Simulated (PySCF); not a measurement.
C₅H₁₁AsO (SMILES CC[As](C)CC=O)

Input file:

```
{"job": {"kind": "uv", "xc": "CAM-B3LYP", "basis": "def2-SVPD", "nstates": 8, "ntriplets": 3}, "charge": 0, "multiplicity": 1}
C     -1.733288    -1.800687    -0.092945
C     -0.442098    -1.052523    -0.403421
As    -0.019369     0.308473     0.976908
C     -1.160142     1.755868     0.252202
C      1.663545     0.986824     0.089775
C      2.665063    -0.071261     0.282380
O      2.879651    -0.973729    -0.486854
H     -2.571288    -1.106831    -0.014329
H     -1.645802    -2.335110     0.853282
H     -1.960994    -2.523222    -0.875393
H     -0.515810    -0.560998    -1.377335
H      0.391017    -1.756931    -0.454306
H     -1.044204     1.842619    -0.827315
H     -0.899882     2.707053     0.715010
H     -2.205498     1.549050     0.477646
H      1.443552     1.148055    -0.965470
H      1.950459     1.916319     0.580572
H      3.196328    -0.026651     1.257937
```

Run with:

```sh
OMP_NUM_THREADS=1 python probes_run.py task.json out
```

Geometry: GFN2-xTB.

Level of theory: PySCF 2.14.0, CAM-B3LYP/def2-SVPD, SCF density, gas phase.

Q: What can the converged electron density and electron localisation function tell about the bonding?

A: C–As (1.98 Å): ρ is about 0.93 e/Å³ halfway; the ELF peaks at about 0.95 between the atoms (localised, covalent bonding).
C–H (1.09 Å): the density is about 2 e/Å³ at the midpoint; the ELF climbs to about 1 towards the hydrogen, as it does in any bond to H: a covalent bond by its length.
C–C (1.52 Å): the density is about 1.6 e/Å³ at the midpoint; the ELF peaks at about 0.95 between the atoms (localised, covalent bonding).

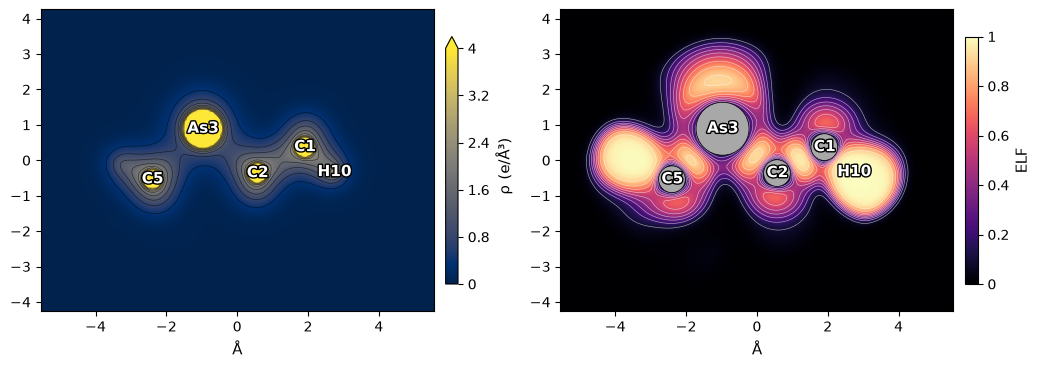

Computed electron density and electron localisation function on the plane of atoms C2, C1 and H10, in this order. Grey discs cover the atomic cores in the ELF map. 
